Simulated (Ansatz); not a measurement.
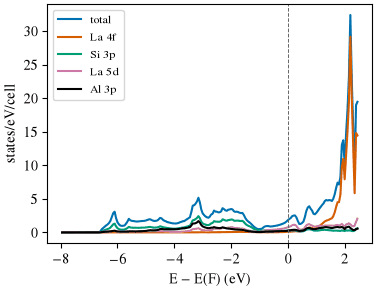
Fig. 1. Total and projected density of states of LaAl2Si2 in space group P-3m1 (No. 164; La on 1a, Al on 2d, Si on 2d), the program Ansatz at the r²SCAN level (PAW)

Problem. Which orbitals carry the states next to the Fermi level?

Solution. Within 0.5 eV of the Fermi level: La 5d 42 %, Al 3p 16 %, Si 3p 15 %, Al 3s 11 %, La 4f 6 %, outside the projected shells 5 %. Projections are on Löwdin-orthogonalised atomic valence shells; empty p or d shells of many metals are not among them.

Problem. Where is the tallest occupied peak in this window, and what makes it?

Solution. Near -3.1 eV, about 5.2 states/eV per cell; the largest projected share is Si 3p.

The workflow started from a Materials Project entry (that database holds measured and hypothetical structures alike); the Crystallography Open Database copy checked does not list it. Whether it is the stable phase at ambient conditions was not checked. The r²SCAN relaxation kept the symmetry of its start; its stability against distortions is not shown here. Scalar-relativistic: spin–orbit coupling is off unless named, which matters more the heavier the elements.

Potentials: the later of the program's two PAW sets.
